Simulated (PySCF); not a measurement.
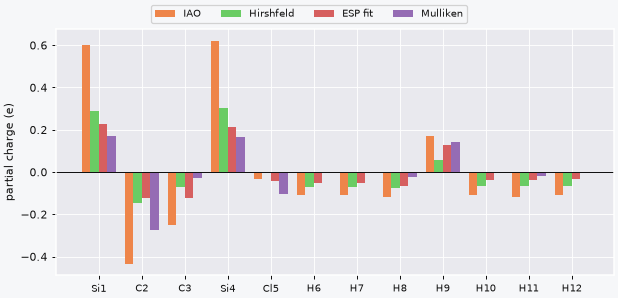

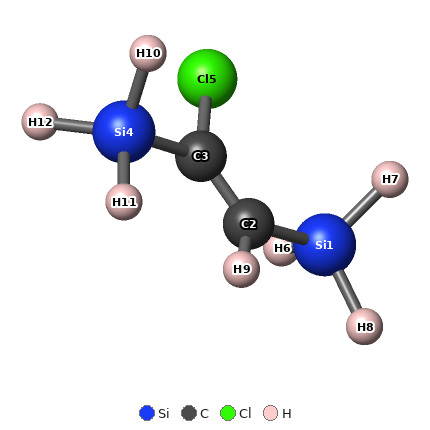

Atomic charges of C₂H₇ClSi₂, SMILES [SiH3]/C=C(/[SiH3])Cl by 4 schemes, PBE0/def2-TZVP in PySCF 2.14.0, at a PBE0-D3(BJ)/def2-SVP geometry (no frequency check).

> Which scheme gives the smallest charges overall?

Mulliken: mean absolute charge Mulliken 0.08, ESP fit 0.09, Hirshfeld 0.11, IAO 0.23 e.

> On which atom do the schemes disagree most?

On Si4: IAO 0.62, Hirshfeld 0.30, ESP fit 0.21, Mulliken 0.16 e.
